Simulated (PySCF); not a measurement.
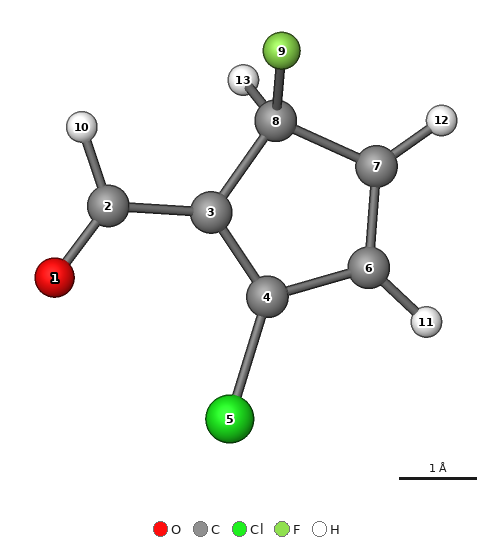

Fig. 1: The input geometry (ball-and-stick view, seen at a tilt; atoms are numbered from 1 in the order of the input).

Run report: C₆H₄ClFO, NMR shielding calculation

System: C₆H₄ClFO.
Method: GIAO PBE0/pcSseg-1 NMR shielding, non-relativistic, gas phase (PySCF 2.14.0).

The geometry comes from this level: GFN2-xTB. Figures and captions count atoms from 1; the log counts them from 0 in places.

The program's output:
```
coarse grid: 12792 points
cycle   1  E = -865.3535981949  dE =  1.756e+00  |g| = 9.089e-01  |ddm| = 3.718e+00
cycle   2  E = -863.0719389144  dE =  2.282e+00  |g| = 2.656e+00  |ddm| = 3.229e+00
cycle   3  E = -865.4111652835  dE = -2.339e+00  |g| = 6.390e-01  |ddm| = 3.056e+00
cycle   4  E = -865.5167149584  dE = -1.055e-01  |g| = 1.488e-01  |ddm| = 6.791e-01
cycle   5  E = -865.5206356305  dE = -3.921e-03  |g| = 9.522e-02  |ddm| = 2.584e-01
cycle   6  E = -865.5226203863  dE = -1.985e-03  |g| = 3.785e-02  |ddm| = 1.141e-01
cycle   7  E = -865.5229540736  dE = -3.337e-04  |g| = 8.960e-03  |ddm| = 3.773e-02
cycle   8  E = -865.5229673380  dE = -1.326e-05  |g| = 4.734e-03  |ddm| = 1.389e-02
cycle   9  E = -865.5229726211  dE = -5.283e-06  |g| = 1.952e-03  |ddm| = 6.549e-03
final grid: 123296 points
cycle  10  E = -865.5918821900  dE = -2.273e-05  |g| = 1.280e-02  |ddm| = 4.347e-02
cycle  11  E = -865.5917909805  dE =  9.121e-05  |g| = 2.500e-02  |ddm| = 3.633e-02
cycle  12  E = -865.5919143386  dE = -1.234e-04  |g| = 2.299e-03  |ddm| = 2.701e-02
cycle  13  E = -865.5919152905  dE = -9.518e-07  |g| = 6.485e-04  |ddm| = 2.647e-03
cycle  14  E = -865.5919153652  dE = -7.472e-08  |g| = 1.657e-04  |ddm| = 6.764e-04
cycle  15  E = -865.5919153707  dE = -5.510e-09  |g| = 5.334e-05  |ddm| = 1.739e-04
cycle  16  E = -865.5919153713  dE = -6.016e-10  |g| = 1.678e-05  |ddm| = 6.313e-05
```

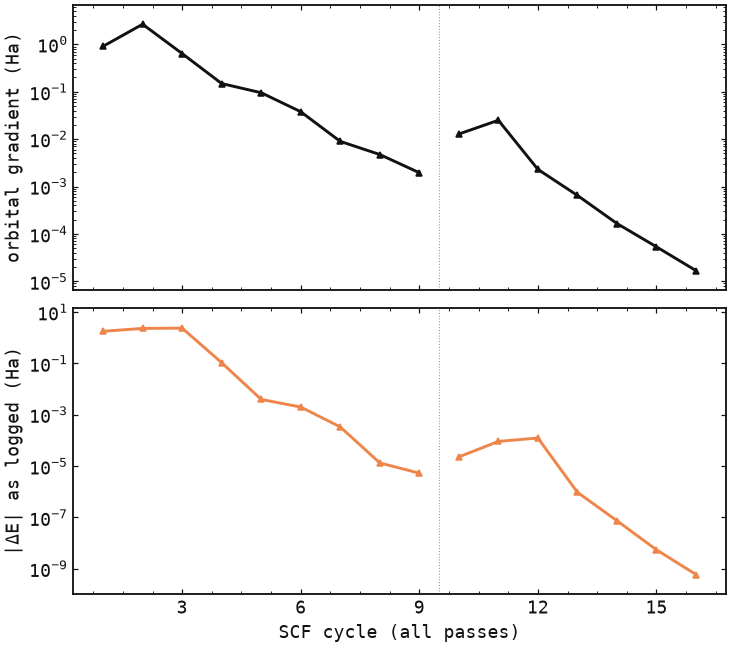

Fig. 2: Convergence of the self-consistent field: orbital gradient and size of the energy change against the SCF cycle. The dotted line marks the change from a coarse to the final integration grid. The first 9 cycles use a coarse grid, the final grid takes over at cycle 10, and the field converges after 16 cycles in all.

```
converged SCF energy = -865.5919153713

GIAO shielding tensors (ppm)
atom      isotropic    diamagn.    paramagn.     s11        s22        s33       span
  0 O     -349.961     396.289    -746.250  -1056.107   -413.285    419.510   1475.617
  1 C        0.680     239.350    -238.670    -88.418     -9.467     99.924    188.341
  2 C       44.364     265.189    -220.825    -46.909     35.590    144.410    191.319
  3 C       27.078     252.364    -225.286    -55.431     26.425    110.240    165.671
  4 Cl     687.672    1146.698    -459.027    425.731    808.209    829.075    403.344
  5 C       42.822     249.981    -207.159    -58.312     56.033    130.746    189.058
  6 C       36.929     254.684    -217.755    -72.304     30.090    153.002    225.305
  7 C       88.130     239.229    -151.100     57.458     81.816    125.114     67.656
  8 F      417.484     470.613     -53.129    372.874    406.790    472.788     99.913
  9 H       21.500      26.763      -5.264     18.306     22.060     24.133      5.826
 10 H       25.291      30.413      -5.122     23.396     24.634     27.842      4.446
 11 H       24.745      30.107      -5.361     22.072     25.538     26.625      4.553
 12 H       25.611      28.423      -2.812     22.332     25.129     29.371      7.039
```

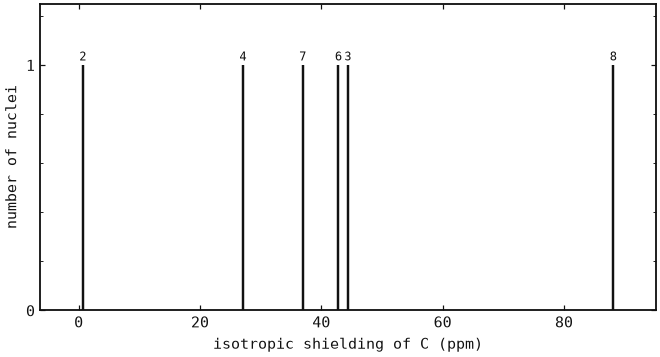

Fig. 3: Isotropic shieldings of the carbon nuclei in this fixed geometry, labelled by atom number; shielding grows to the right, so chemical shift grows to the left. The least shielded is C2 (0.7 ppm), the most shielded C8 (88.1 ppm).

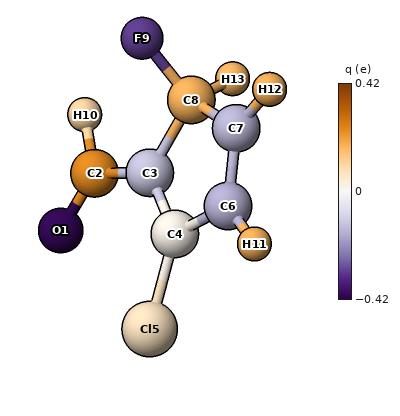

Fig. 4: IAO charges, as the colour of each atom (ball-and-stick view, seen at a tilt; atoms are numbered from 1 in the order of the input). By element: O −0.40, C −0.15 to +0.23, Cl +0.07, F −0.31 and H +0.10 to +0.18 e.

The run was set up as follows.

Input:
```
{"job": {"kind": "nmr", "xc": "PBE0", "basis": "pcSseg-1"}, "charge": 0, "multiplicity": 1}
O      2.762570     1.142880     0.407069
C      2.082573     0.152626     0.289652
C      0.650120     0.140576     0.071030
C     -0.205776     1.194775    -0.048040
Cl     0.194543     2.832227    -0.021490
C     -1.571582     0.718534    -0.201065
C     -1.577937    -0.618197    -0.173672
C     -0.165472    -1.123348    -0.079484
F      0.031706    -2.035838     0.924241
H      2.523268    -0.860124     0.355253
H     -2.414502     1.376139    -0.299454
H     -2.421323    -1.280465    -0.226793
H      0.107423    -1.639298    -1.014977
```

The first line tells a small driver script what to run in PySCF; the rest is the geometry in Å.

Command:
```bash
OMP_NUM_THREADS=1 python <driver script> task.json out
```

Results in brief:

- outcome: converged
- total energy: −865.591915 hartree
- HOMO: −7.36 eV
- LUMO: −2.79 eV
- dipole moment: 4.18 D
- isotropic shielding, O: −350.0 ppm
- isotropic shielding, C: 0.7 to 88.1 ppm
- isotropic shielding, Cl: 687.7 ppm
- isotropic shielding, F: 417.5 ppm
- isotropic shielding, H: 21.5 to 25.6 ppm
- hardware: 1 CPU thread, shared host
- wall time: 48 s
- peak memory: 0.82 GiB
